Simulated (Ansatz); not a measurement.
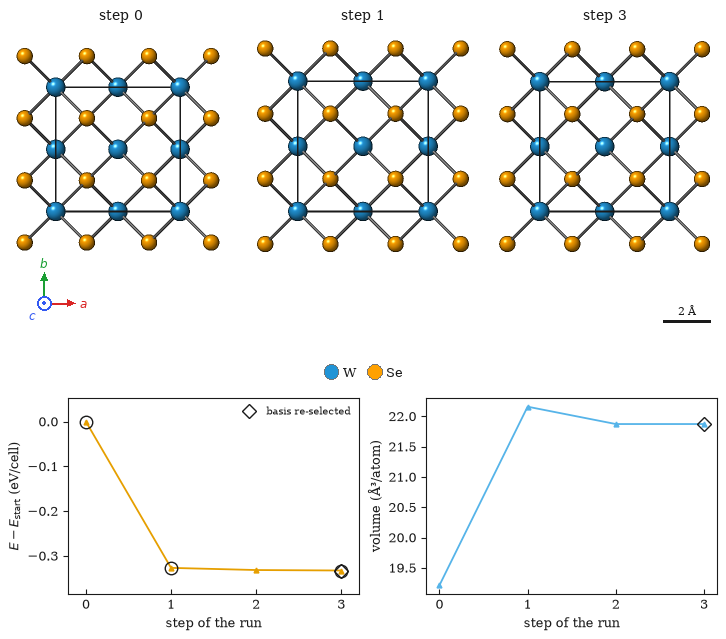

Frames of a relaxation of solid WSe (built on the zinc blende type) (coarse preliminary run), marked on the history of the run. The picture is a ball-and-stick view of the conventional cell (4 times the calculation's cell), seen along the c axis. Lengths and directions refer to the drawn axes.

Level of theory: Ansatz 0.2.0, DFT PBEsol, scalar-relativistic, plane waves, PAW.

The input:
```yaml
crystal:
  lattice:
    - [0.0, 2.6782044124, 2.6782044124]
    - [2.6782044124, 0.0, 2.6782044124]
    - [2.6782044124, 2.6782044124, 0.0]
  atoms:
    - { symbol: W, position: [0.0, 0.0, 0.0], spin: 0.12 }
    - { symbol: Se, position: [0.25, 0.25, 0.25] }
basis:
  ecutwfc: 420
kpoints:
  mp_grid: { grid: [6, 6, 6] }
hamiltonian:
  xc: pbesol
scf:
  occupations: { method: gaussian, width: 0.1 }
output:
  forces: true
  stress: true
  eigenvalues: true
  populations: true
magnetization:
  spin_polarized: true
relax:
  adjacent_minimum: "off"
  f_tol: 0.05
  max_steps: 80
  cell: { stress_tol: 0.5 }
```

Command:
```bash
ansatz run input.yaml --threads 1 --pin off --max-ram 2560MiB --backend cpu --events-out ev --progress --plain --runs-dir out
```

Q: Describe the path.

A: The atoms keep their places relative to the cell (all moves are under 0.005 Å). The drawn cell changes as follows: a = b = c 5.356 → 5.593 Å (+4.4 %); the volume changes by +13.9 %. Among the contacts that change: W1–Se2 2.319 → 2.422 Å. The space group stays F-43m (No. 216). The energy falls by 0.333 eV per cell of the calculation in 2 accepted moves (3 points after the start). All forces vanish by symmetry, so only the cell relaxes. The pressure goes from 23.11 to −0.45 GPa. The SCF was repeated once at an unchanged geometry on a basis and grid sized afresh for the cell, which shifted the energy by 1.1 meV per cell of the calculation at most. Cost: 39 s on 1 thread of Intel(R) Xeon(R) Processor @ 2.50GHz (Skylake/Cascade Lake), on a shared host, peak memory 0.38 GiB. From step 0 to 1: volume +15.3 %, energy −0.327 eV per cell of the calculation. From step 1 to 3: volume −1.3 %, energy −5.9 meV per cell of the calculation.

```tsv
step	E − E(0), meV/atom	pressure, GPa	volume, Å³/atom	note
0	0.00	23.11	19.210	
1	-163.43	-2.16	22.159	
2	-165.84	-0.45	21.873	
3	-166.37	-0.45	21.873	same geometry, new basis
```
